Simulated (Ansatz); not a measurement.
CH$_{4}$F$_{2}$Si···NH$_{3}$

The calculation's input:

```
crystal:
  periodic: [false, false, false]
  atoms:
    - { symbol: Si, position_ang: [-1.168208, 0.21782, -0.180089] }
    - { symbol: "N", position_ang: [1.247739, -0.697404, 1.574937] }
    - { symbol: F, position_ang: [-2.472546, 0.726651, -1.000571] }
    - { symbol: F, position_ang: [-1.019327, 1.260588, 1.058645] }
    - { symbol: H, position_ang: [-1.515041, -1.117385, 0.346712] }
    - { symbol: H, position_ang: [1.38587, -0.617504, 0.56945] }
    - { symbol: C, position_ang: [0.307802, 0.344456, -1.317302] }
    - { symbol: H, position_ang: [0.568606, -1.43571, 1.746877] }
    - { symbol: H, position_ang: [0.853075, 0.177631, 1.913007] }
    - { symbol: H, position_ang: [1.102921, 0.970957, -0.886388] }
    - { symbol: H, position_ang: [-0.015832, 0.814346, -2.260297] }
    - { symbol: H, position_ang: [0.724741, -0.644447, -1.564981] }
basis:
  gaussian: { orbitals: def2-SVP }
hamiltonian:
  xc: b3lyp
  dispersion: d4
relax:
  f_tol: 0.03
  max_steps: 50
output:
  orbitals: {}
```

Command:

```sh
ansatz run input.yaml --threads 2 --pin off --max-ram 3072MiB --backend cpu --events-out ev --progress --plain --runs-dir out
```

The fields are those of the run's last geometry, not of the input's.

Method: Ansatz 0.2.0, RKS B3LYP-D4/def2-SVP.

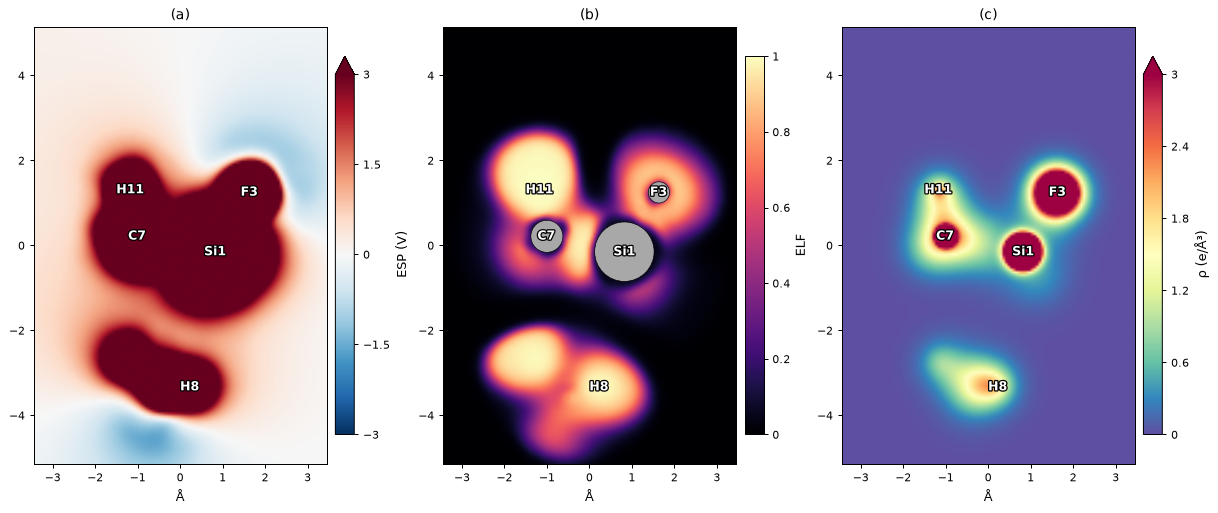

Figure 1. (a) molecular electrostatic potential; (b) electron localisation function; (c) electron density on the plane of atoms Si1, C7 and H11. Grey discs cover the atomic cores in the ELF map.

Interpret the plot.

- Atoms in the plane: Si, F, C and H.
- Si–F (1.62 Å): the density is about 1 e/Å³ at the midpoint; the ELF peaks at about 0.85 in the valence shell of F, 0.6 Å from its nucleus, and is about 0.50 at the midpoint.
- C–Si (1.86 Å): ρ at the midpoint is about 1 e/Å³; the ELF peaks at about 0.95 between the atoms: a covalent bond.
- C–H (1.10 Å): ρ is about 1.9 e/Å³ halfway; the ELF climbs to about 1 towards the hydrogen, as it does in any bond to H; a covalent bond by its length.
- The ELF also peaks beside F3, away from the bonds: lone-pair regions.
- Outside the dense part of the complex the potential is most negative (−1.6 V) near N2, which lies off the plane.

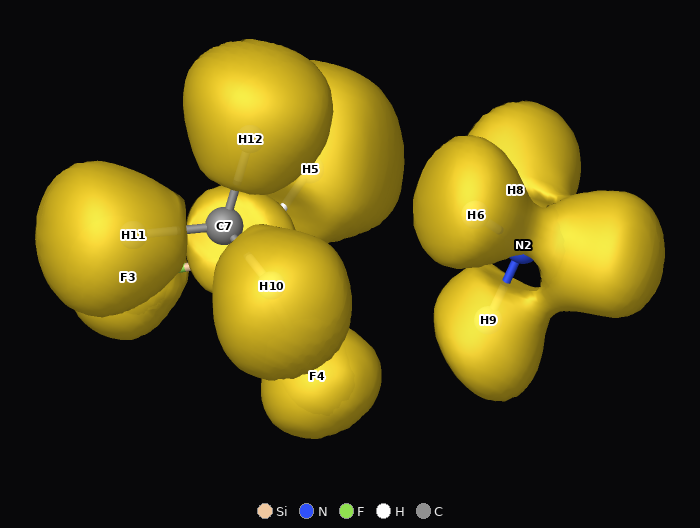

Figure 2. Isosurface of the electron localisation function at 0.8 (yellow), seen from one side. Core shells and regions of very low density are left out.

Identify the bonds, lone pairs and shells in this picture.

At this value the surface marks out one region between bonded C–Si atoms (shared pairs), four regions around hydrogen nuclei, two regions wrapped around F (its lone pairs, merged into a ring or cap) and one joined region spread over several atoms (H, N), in which their bonds and any lone pairs are merged. Along the contacts the grid gives the following. F4···H9 (2.32 Å): the ELF dips to about 0 between them; by its geometry a hydrogen bond between the two molecules, with no shared pair.

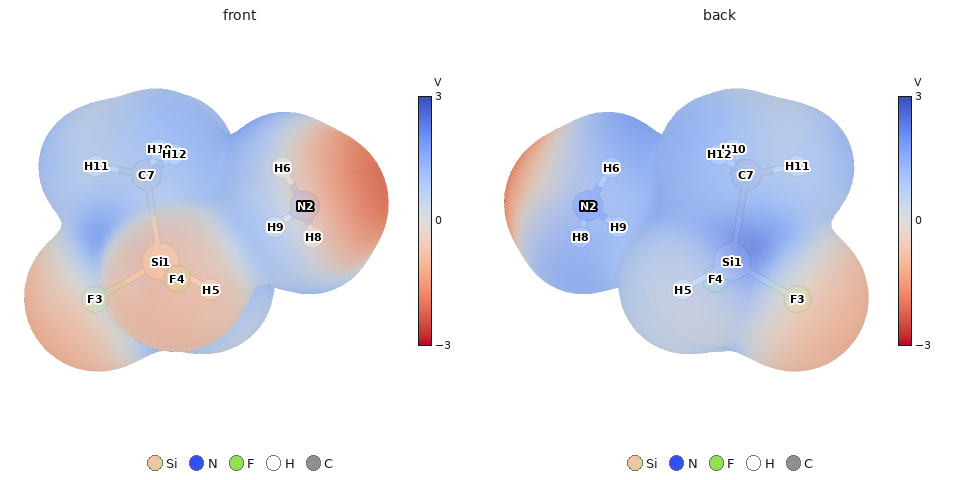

Figure 3. The electrostatic potential painted on the density surface at 0.002 e/bohr³, seen from the front and from behind; the colour scale runs from red (negative) to blue (positive).

Which sites attract a positive test charge, and which a negative one?

A positive charge is drawn to the negative regions and a negative charge to the positive ones. The most negative region (about −1.9 V) lies over N2, the most positive (about +1.9 V) over Si1. N2 is the likeliest acceptor of a hydrogen bond.
